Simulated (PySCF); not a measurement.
```xyz
11
charge 0, multiplicity 1
C    -1.6180   -0.6960    0.0108
C    -0.1988   -0.2248   -0.0221
P     1.1650   -1.3390   -0.2922
C     2.3337   -0.1032   -0.1903
S     1.8184    1.5045    0.0927
C     0.1468    1.0761    0.1506
Br   -1.0952    2.4747    0.4559
H    -2.2041   -0.1985   -0.7620
H    -1.6611   -1.7702   -0.1514
H    -2.0748   -0.4657    0.9734
H     3.3935   -0.2552   -0.2914
```

Work out the structure from the coordinates.

It has 11 atoms: 4 carbon, 4 hydrogen, 1 bromine, 1 phosphorus and 1 sulfur (C4H4BrPS). As SMILES it reads `Cc1pcsc1Br`. Independent rings (smallest set): 1 of 5 members, 1 of them aromatic. Among its groups: C–Br bond. This geometry has Cs symmetry. Coordination: 1 C tetrahedral; 3 C trigonal planar; 1 P bent; 1 S bent.

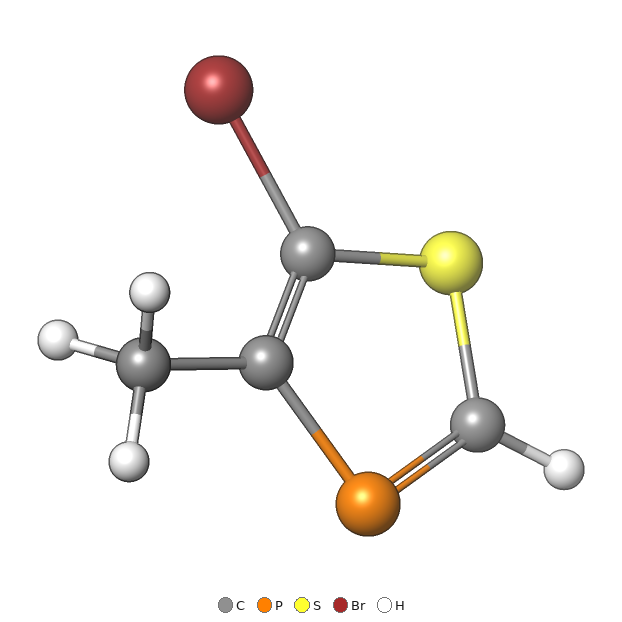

Figure made from data computed with PySCF.
